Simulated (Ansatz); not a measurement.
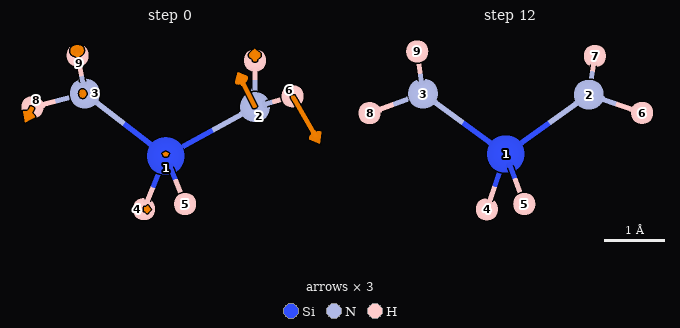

The structure of SiN2H6 before (left) and after (right) a relaxation, at one scale. The orange arrows give the displacements, magnified 3 times.

Style: ball-and-stick. Shown face on.

It is one of the separated reactants of a reaction.

Level of theory: Ansatz 0.2.0, RKS PBE0-D4/def2-TZVP.

Input file:
```yaml
crystal:
  periodic: [false, false, false]
  atoms:
    - {symbol: Si, position_ang: [-1.053397, 1.824989, -0.636752]}
    - {symbol: N, position_ang: [0.427128, 1.707667, 0.248774]}
    - {symbol: N, position_ang: [-1.094762, 3.107807, -1.767605]}
    - {symbol: H, position_ang: [-1.252902, 0.608448, -1.464541]}
    - {symbol: H, position_ang: [-2.079251, 1.899934, 0.439190]}
    - {symbol: H, position_ang: [0.462673, 2.106356, 1.174219]}
    - {symbol: H, position_ang: [1.301165, 1.859372, -0.233490]}
    - {symbol: H, position_ang: [-1.458154, 2.959534, -2.693748]}
    - {symbol: H, position_ang: [-1.119635, 4.078289, -1.503436]}
basis:
  gaussian: {orbitals: def2-TZVP}
hamiltonian: {xc: pbe0, dispersion: d4}
relax: {f_tol: 0.005, max_steps: 200}
```

Launched with:
```bash
ansatz run in.yaml --threads 4 --pin off --events-out ev --progress --plain --max-ram 66560MiB --backend cpu
```

**Describe what moved and what it gained.**

The atom that moves furthest after the best rigid fit is H6 (0.39 Å). Largest moves by element: H 0.39 Å, N 0.30 Å, Si 0.04 Å. Some distances before and after: Si1–N2 1.729 → 1.711 Å, Si1–H4 1.485 → 1.493 Å, Si1–H5 1.489 → 1.493 Å. Bond angles that change, for instance: N2–Si1–H4 110.2° → 117.2°, N2–Si1–N3 114.2° → 108.5°, H4–Si1–H5 110.6° → 107.8°. Over 10 accepted moves (12 points after the start) the energy falls by 0.037 eV. Largest force component: 0.4 eV/Å at the start, 0.0022 eV/Å at the end. The line search rejected the trial steps at points 3, 7 of the run.
